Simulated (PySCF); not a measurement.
## Electronic structure of C2H2F2O2 (SMILES O=C(O)C(F)F) in real space

```xyz
8

O    -0.0413    1.2694   -1.1688
C     0.0675    0.2327   -0.5832
O     0.3969   -0.9310   -1.1357
C    -0.2260    0.0640    0.9100
F    -0.1980    1.2625    1.4992
F     0.6936   -0.7355    1.4787
H     0.5391   -0.7675   -2.0816
H    -1.2252   -0.3891    1.0525
```

Geometry: PBE0-D3(BJ)/def2-SVP.

The calculation used PBE0/pcSseg-1, SCF density, gas phase, non-relativistic in PySCF 2.14.0.

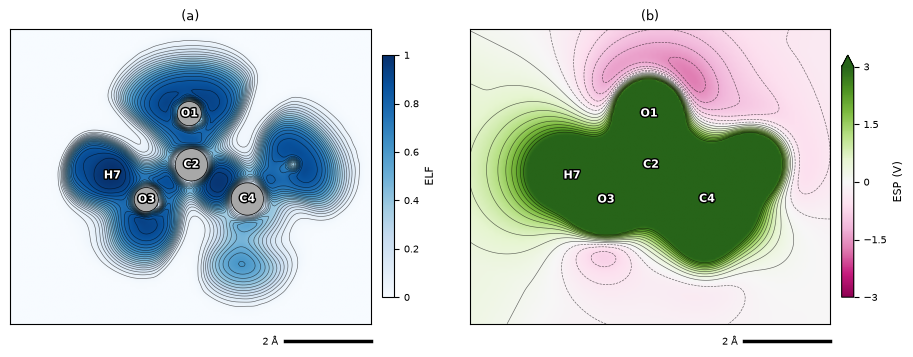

Figure 1. (a) electron localisation function; (b) electrostatic potential on the plane of atoms C2, O3 and H7. Grey discs cover the atomic cores in the ELF map.

Describe what can be read from this map.

Atoms in the plane: O, C and H. C–O (1.20 Å): the ELF peaks at about 0.85 between the atoms; a short, multiple covalent bond. C–C (1.53 Å): the ELF peaks at about 1 between the atoms, as expected for a covalent bond. O–H (0.97 Å): the ELF climbs to about 1 towards the hydrogen, as it does in any bond to H: a covalent bond by its length. C–O (1.33 Å): the ELF peaks at about 0.90 between the atoms; a shared but strongly polarised pair. The ELF also peaks beside O3, F5 and O1, away from the bonds: lone-pair regions. Outside the dense part of the molecule the potential is most negative (−1.7 V) near O1.

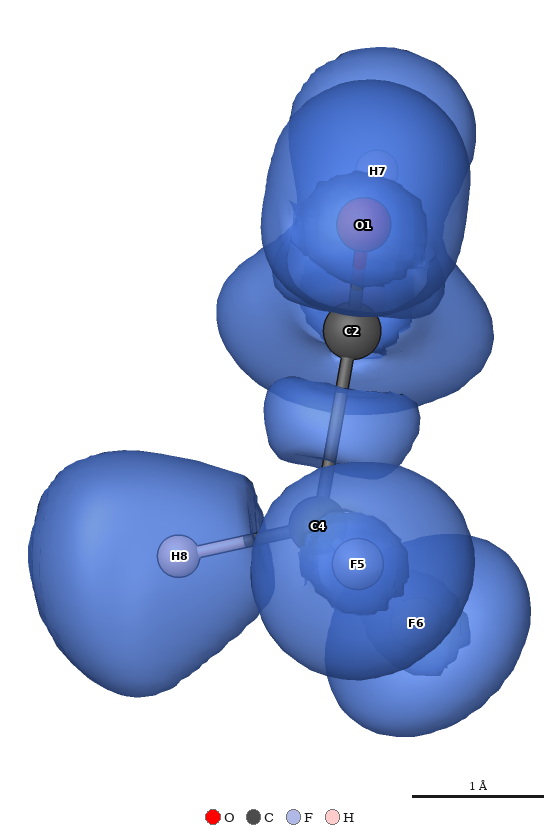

Figure 2. Isosurface of the electron localisation function at 0.75 (blue), seen at an oblique angle. Only the valence region is drawn (cores and ρ < 0.01 e/Å³ removed).

Where are the electrons localised?

The surface consists of one region between bonded C–C atoms (shared pairs), one region around a hydrogen nucleus, two regions on F in which the atom's valence shell and bonds are merged, one region on O in which the atom's valence shell and bonds are merged and one joined region spread over several atoms (H, O), in which their bonds and any lone pairs are merged. Profiles from the grid: C–F (1.34 Å): the ELF peaks at about 0.85 between the atoms: a polar covalent bond.

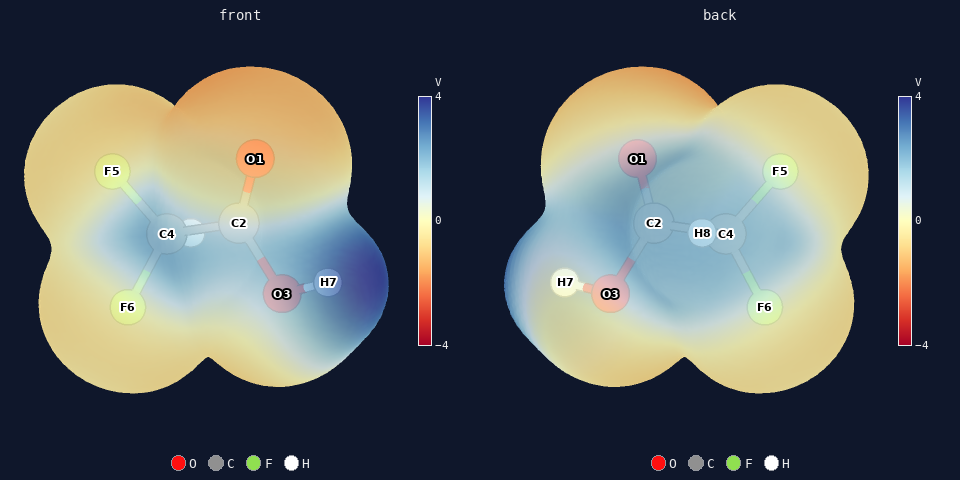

Figure 3. The electrostatic potential painted on the density surface at 0.004 e/bohr³, seen from the front and from behind; red is negative and blue positive.

Where is the surface potential most negative and most positive?

The most negative region (about −1.6 V) lies over O1, the most positive (about +3.9 V) over H7. O1 is the likeliest acceptor of a hydrogen bond.
